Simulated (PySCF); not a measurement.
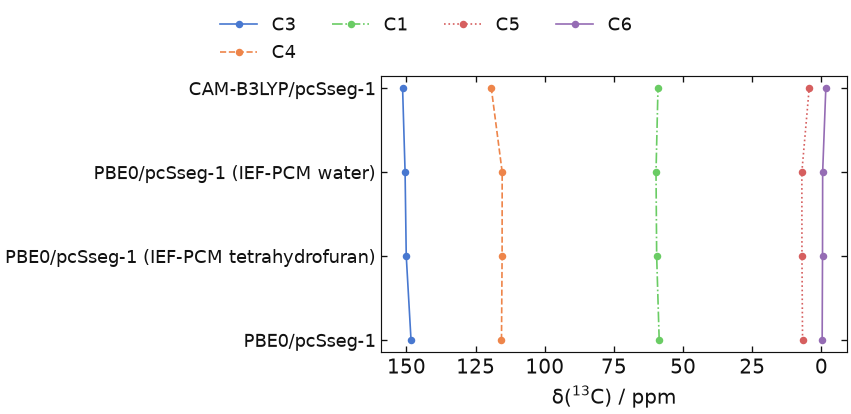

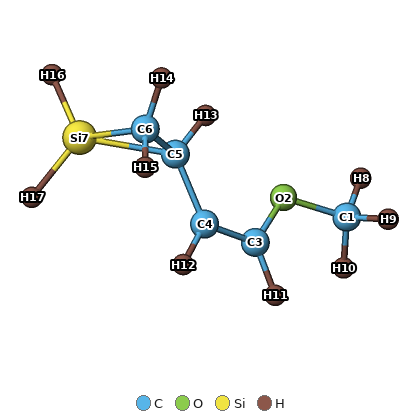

GIAO ¹³C shifts of C₅H₁₀OSi, SMILES CO/C=C\[C@@H]1C[SiH2]1 at several levels, one geometry, PySCF 2.14.0, at a PBE0-D3(BJ)/def2-SVP geometry (no frequency check); values of one conformer, averaged over methyl-type rotors and exact or near symmetry; other conformers aren't averaged in; each against TMS at the same level.

> How much does each signal move over these levels?

| atoms | lowest | highest | spread (ppm) |
| --- | --- | --- | --- |
| C3 | 148.4 | 151.4 | 3.0 |
| C4 | 115.4 | 119.3 | 3.9 |
| C1 | 58.7 | 59.8 | 1.1 |
| C5 | 4.4 | 7.1 | 2.7 |
| C6 | −1.6 | −0.3 | 1.3 |

> Do all levels give the signals in the same order?

Yes, the order of the signals is the same at every level.
